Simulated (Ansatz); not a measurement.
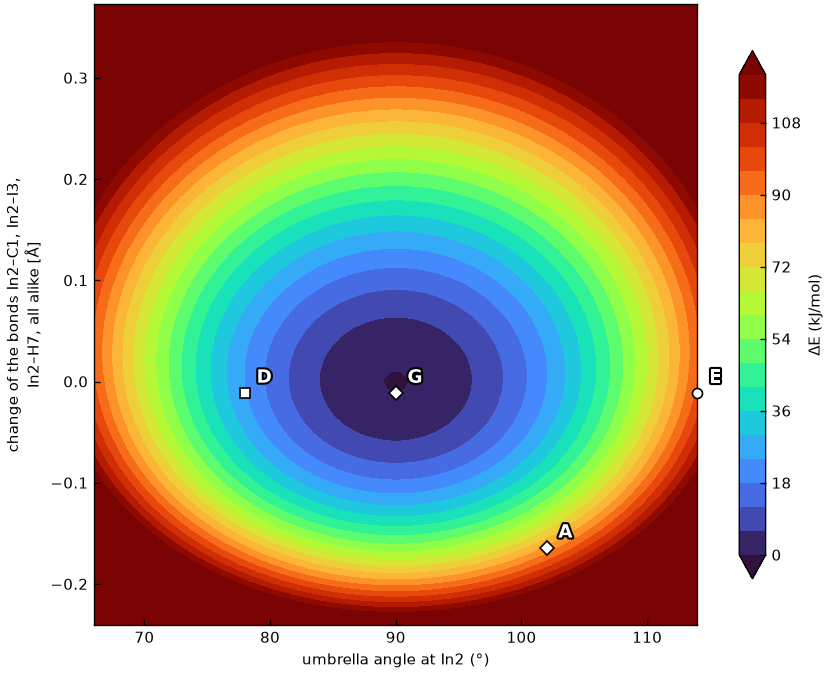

CH₄IIn, SMILES [CH3][InH][I]. 
- The first coordinate is: umbrella angle at In2 (between each of its bonds and their common axis; 90 is planar); the second: change of the bonds In2–C1, In2–I3, In2–H7, all alike.
- Nothing is relaxed (all other coordinates rigid).
- The scan uses a 9 × 9 grid.
- Points are written as (first, second).
- All energies are given in kJ/mol relative to the lowest grid point.
- The calculation used RKS PBE0-D4/def2-SVP (Ansatz 0.2.0).

Drawn: filled contours, one colour for all values above the top of the scale, lettered points. Between grid points the surface is interpolated.

### Is D the lowest point of the computed grid?

No. D lies 24 kJ/mol above the lowest grid point, which is at (90°, −0.011 Å).

### What kind of point is each of A, D, G: minimum, saddle, maximum or slope?

A: on a slope; D: on a slope; G: minimum. (In these two coordinates alone; a stationary point may lie a little off the grid point.)

### Rank the lettered points by energy, lowest first.

G (0 kJ/mol), D (24 kJ/mol), A (85 kJ/mol), E (97 kJ/mol).
